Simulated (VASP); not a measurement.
Band structure of CsCl (CsCl type). Calculation: optB88-vdW, VASP's PBE PAW potentials (set 64) (plane waves; VASP).

Unless said otherwise, spin-orbit coupling is left out, though it shifts the bands of the heavy elements here.

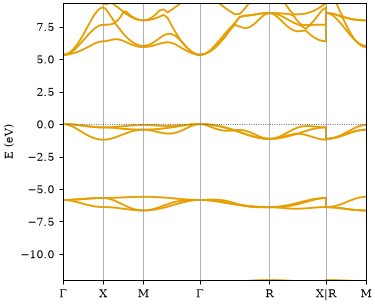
Figure: Bands along high-symmetry lines, zero at the valence-band maximum or, without a gap, the Fermi level

Question: Read the plot: is there a gap, and where are the band edges?

Answer: The gap is direct, 5.29 eV, from the valence maximum at Γ to the conduction minimum at Γ. (Edges off the drawn lines would not show.)

Measured: gap 8.35 eV at 80 K (computed value off by -3.06 eV), as given by Wikipedia, Caesium chloride.

The compound is CsCl in the CsCl type structure. It was relaxed first.
